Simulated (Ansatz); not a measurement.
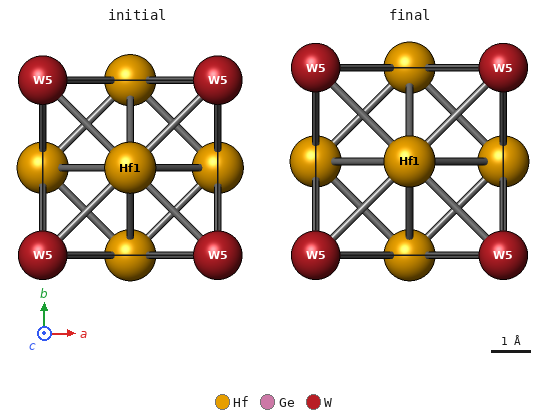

The structure of a crystal of Hf3GeW (a generated structure, set up in Pm-3m) (coarse preliminary run) before (left) and after (right) a relaxation, at one scale.

The picture is a ball-and-stick view of the cell of the calculation, seen along the c axis.

Level of theory: DFT PBE, scalar-relativistic, plane waves, PAW (Ansatz).

Input file:
```yaml
crystal:
  lattice:
    - [4.53539331, 0.0, 0.0]
    - [0.0, 4.53539331, 0.0]
    - [0.0, 0.0, 4.53539331]
  atoms:
    - { symbol: Hf, position: [0.5, 0.5, 0.0] }
    - { symbol: Hf, position: [0.0, 0.5, 0.5] }
    - { symbol: Hf, position: [0.5, 0.0, 0.5] }
    - { symbol: Ge, position: [0.5, 0.5, 0.5] }
    - { symbol: W, position: [0.0, 0.0, 0.0] }
basis:
  ecutwfc: 420
kpoints:
  mp_grid: { grid: [4, 4, 4] }
hamiltonian:
  xc: pbe
scf:
  occupations: { method: gaussian, width: 0.1 }
  lower_state_search: "off"
output:
  forces: true
  stress: true
  eigenvalues: true
relax:
  adjacent_minimum: "off"
  f_tol: 0.04
  max_steps: 70
  cell: { stress_tol: 0.4 }
```

Command:
```bash
ansatz run input.yaml --threads 1 --pin off --max-ram 2560MiB --backend cpu --events-out ev --progress --plain --runs-dir out
```

Summarise the run.

After 3 accepted moves (4 points after the start) the energy has fallen by 2.133 eV per cell of the calculation. All forces vanish by symmetry, so only the cell relaxes. Pressure: 37.09 GPa at the start and 0.28 GPa at the end. The SCF was repeated once at an unchanged geometry on a basis and grid sized afresh for the cell, which shifted the energy by 11.9 meV per cell of the calculation at most. The atoms keep their places relative to the cell (all moves are under 0.005 Å). The drawn cell changes as follows: a = b = c 4.535 → 4.860 Å (+7.1 %); the volume changes by +23.0 %. Among the contacts that change: Hf1–W5 3.207 → 3.436 Å, Hf1–Hf2 3.207 → 3.436 Å, Hf1–Ge4 2.268 → 2.430 Å. The space group stays Pm-3m (No. 221). Cost: 48 s on 1 thread of Arm Neoverse N1 (shared host), peak memory 0.43 GiB.
